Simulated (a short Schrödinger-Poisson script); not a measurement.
Stack: gated In0.52Al0.48As/In0.53Ga0.47As δ-doped gas in a quantum well, at 300 K.

```
layer        material  thickness (nm)  Na (cm⁻³)
-----  --------------  --------------  ---------
1      In0.52Al0.48As              15          -
2      In0.52Al0.48As               5          -
3      In0.53Ga0.47As               8          -
4      In0.52Al0.48As            4000       2e15
```

Constants are typed, rounded textbook-type inputs, not results; the design itself was drawn at random and stands for no fabricated device. In0.52Al0.48As: permittivity 12.5, conduction-band edge (eV) 0.52, gap (eV) 1.45, electron mass (mₑ) 0.075, Nv at 300 K (cm⁻³) 1.1e19. In0.53Ga0.47As: permittivity 13.9, conduction-band edge (eV) 0, gap (eV) 0.74, Nv at 300 K (cm⁻³) 7.7e18.

Channel valleys (confinement mass, in-plane density-of-states mass, number): Γ 0.041, 0.041, 1. At the gate the conduction-band edge of layer 1 lies 0.65 eV − eVg above the Fermi level of the channel; the field vanishes at the back. Sheet of ionised δ-doping: +1.6e12 e/cm² at 15 nm from the gate. The barrier under the gate holds no holes. Gaps are held at their typed values at every temperature. Mesh 0.08 nm at interfaces.

From a short Schrödinger-Poisson script (our own, NumPy): 1D Poisson equation in equilibrium, electrons quantum, Hartree plus LDA exchange-correlation (BenDaniel-Duke, 40 states a valley, the channel's in-plane mass for all, wave functions free to enter the barrier), parabolic valleys, classical holes, full ionisation, no traps, pinning or gate leakage.

Only gate voltages with over 1e8 electrons/cm² are shown.

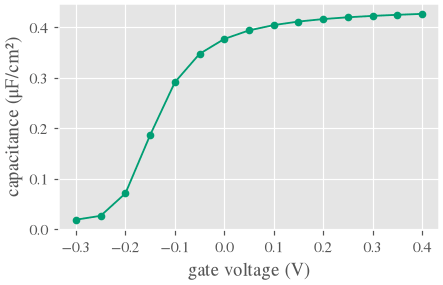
*Quasi-static capacitance against gate voltage*

| Vg (V) | electrons (cm⁻²) | in the channel layer | C (μF/cm²) | Γ E0 (meV) | Γ E1 (meV) |
|---|---|---|---|---|---|
| 0.4 | 1.35e12 | 1.30e12 | 0.427 | -77.6 | 126.8 |
| 0.3 | 1.09e12 | 1.04e12 | 0.423 | -61.2 | 143.9 |
| 0.2 | 8.28e11 | 7.96e11 | 0.416 | -44.0 | 161.8 |
| 0.1 | 5.73e11 | 5.51e11 | 0.405 | -25.1 | 181.3 |
| 0 | 3.30e11 | 3.17e11 | 0.377 | -2.6 | 204.6 |
| -0.1 | 1.18e11 | 1.14e11 | 0.291 | 30.6 | 238.3 |
| -0.2 | 1.03e10 | 9.95e9 | 0.0711 | 96.9 | 304.5 |
| -0.3 | 2.61e8 | 2.51e8 | 0.0187 | 192.2 | 399.6 |

Subbands count from the Fermi level.
